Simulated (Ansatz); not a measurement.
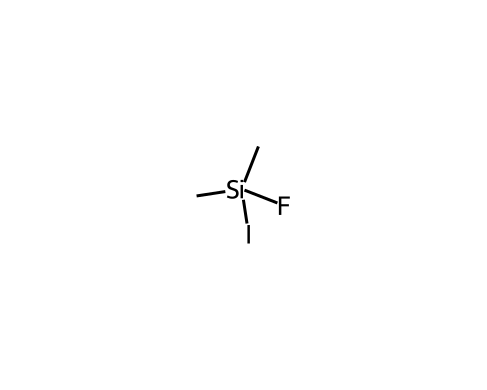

(Drawn from a calculation with Ansatz.)

2D structure.

Q: Transcribe the drawing into SMILES.

A: C[Si](C)(F)I

Q: Give the formula, hydrogens included.

A: C2H6FISi.

Q: An optimisation with PBE0-D4/def2-TZVP gave a structure of which point group?

A: Cs.
